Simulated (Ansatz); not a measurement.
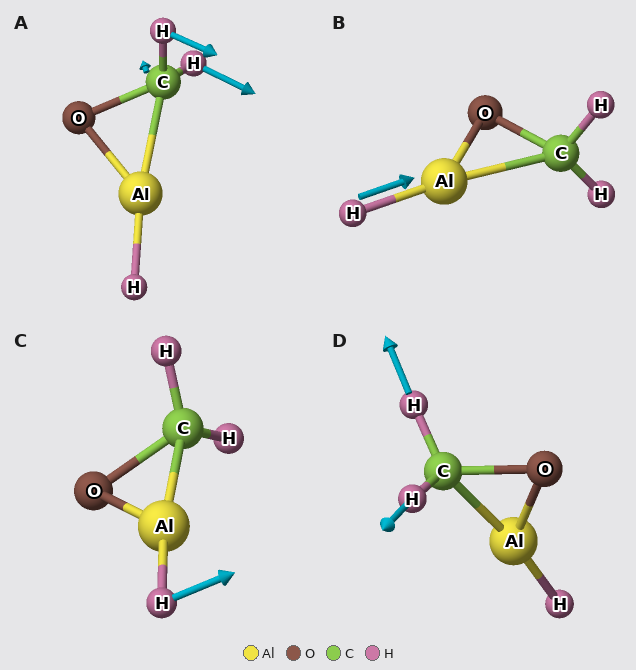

4 normal modes of one molecule or complex, as arrows. Harmonic vibrations computed with RKS PBE0-D4/def2-TZVP (Ansatz 0.2.0) at a stationary point of the same level.

Match the panels to the wavenumbers 451 cm⁻¹, 1116 cm⁻¹, 1995 cm⁻¹, 3071 cm⁻¹.

A: 1116 cm⁻¹, angle bending
B: 1995 cm⁻¹, Al–H stretching
C: 451 cm⁻¹, H–Al–O bending
D: 3071 cm⁻¹, in-phase stretching of 2 C–H bonds
